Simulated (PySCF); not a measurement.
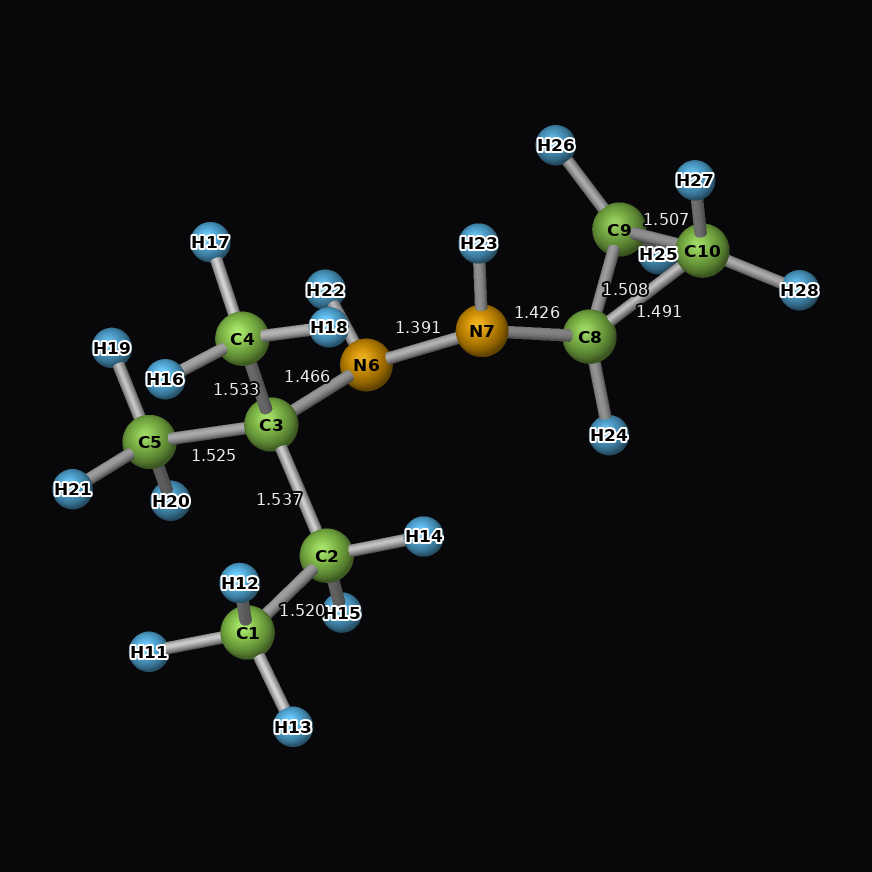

The numbers beside the sticks are distances in Å. Sticks don't show bond order. Computed geometry: PBE0-D3(BJ)/def2-SVP optimisation. No frequency run is at hand to confirm it as a minimum.

Assign a bond order to each marked bond.

C1–C2 single; C2–C3 single; C3–C4 single; C3–C5 single; C3–N6 single; N6–N7 single; N7–C8 single; C8–C9 single; C8–C10 single; C9–C10 single.

Give the structure as SMILES.

CCC(C)(C)NNC1CC1
